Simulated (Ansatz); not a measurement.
System: Br₂H₃HfNO (SMILES [NH2][Hf]([OH])([Br])[Br]).

Input file:

```
crystal:
  periodic: [false, false, false]
  atoms:
    - {symbol: N, position_ang: [-0.973069, 0.818064, 0.826251]}
    - {symbol: Hf, position_ang: [0.218969, -0.058388, -0.525651]}
    - {symbol: O, position_ang: [1.106164, -1.434158, 0.424540]}
    - {symbol: Br, position_ang: [-1.191016, -0.962064, -2.406261]}
    - {symbol: Br, position_ang: [1.826269, 1.650972, -1.439983]}
    - {symbol: H, position_ang: [-1.589025, 1.598318, 0.640364]}
    - {symbol: H, position_ang: [-1.055890, 0.554002, 1.797729]}
    - {symbol: H, position_ang: [1.657586, -2.166747, 0.683020]}
basis:
  gaussian: {orbitals: def2-TZVPP}
hamiltonian: {xc: pbe0, dispersion: d4}
output: {orbitals: {seedname: orbitals}}
```

Run with:

```sh
ansatz run in.yaml --threads 4 --pin off --events-out ev --progress --plain --max-ram 10444MiB
```

Geometry: PBE0-D4/def2-TZVP; core potentials replace the inner electrons of Hf.

Theory: RKS PBE0-D4/def2-TZVPP (Ansatz 0.2.0).

### Predict the electron density and electron localisation function between the atoms.

Hf–O (1.89 Å): ρ is about 0.95 e/Å³ halfway; the ELF peaks at about 0.80 in the valence shell of O, 0.5 Å from its nucleus, and drops to about 0.20 between the two atoms.
Hf–N (2.00 Å): ρ is about 0.88 e/Å³ halfway; the ELF peaks at about 0.90 in the valence shell of N, 0.6 Å from its nucleus, and is about 0.30 at the midpoint.
O–H (0.95 Å): ρ is about 3.9 e/Å³ halfway; the ELF climbs to about 1 towards the hydrogen, as it does in any bond to H; an ordinary covalent bond to hydrogen.
N–H (1.01 Å): ρ at the midpoint is about 2.9 e/Å³; the ELF climbs to about 1 towards the hydrogen: a covalent bond by its length.

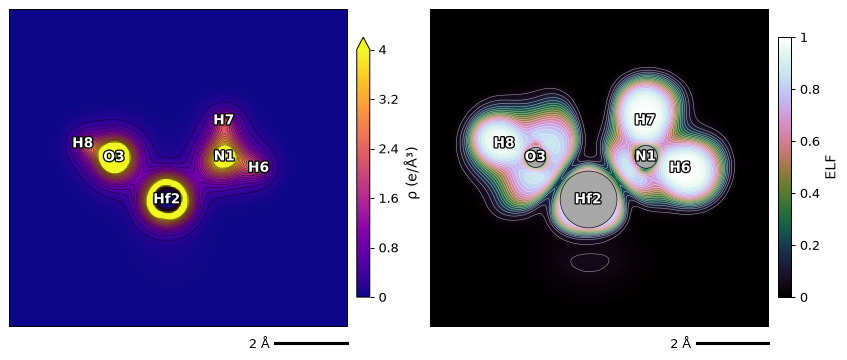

Computed electron density and electron localisation function on the plane of atoms N1, Hf2 and O3, in this order. Grey discs cover the atomic cores in the ELF map. 
